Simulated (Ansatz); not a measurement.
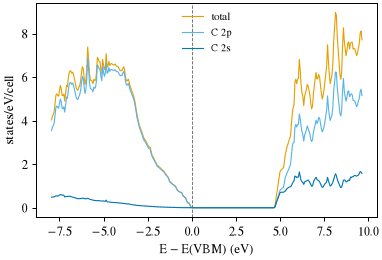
Figure: Total and projected density of states of C in space group P-3m1 (No. 164; Pearson symbol hP18), plane-wave PAW r²SCAN (Ansatz code)

### Question
Which orbitals carry the states next to the gap?

### Answer
Top 1 eV of the valence band: C 2p 99 %. Bottom 1 eV of the conduction band: C 2p 55 %, C 2s 34 %, outside the projected shells 11 %. Projections are on Löwdin-orthogonalised atomic valence shells; empty p or d shells of many metals are not among them.

### Question
Where is the tallest occupied peak in this window, and what makes it?

### Answer
Near -5.9 eV, about 7.4 states/eV per cell; the largest projected share is C 2p.

The start of the workflow was typed in or built on a structure type; the Crystallography Open Database copy checked does not list it. It is not the phase usual at ambient conditions (space group No. 194, 227). The cell was relaxed with r²SCAN under the symmetry of its start; whether a distortion lowers the energy is not shown.

Potentials: the later of the program's two PAW sets.
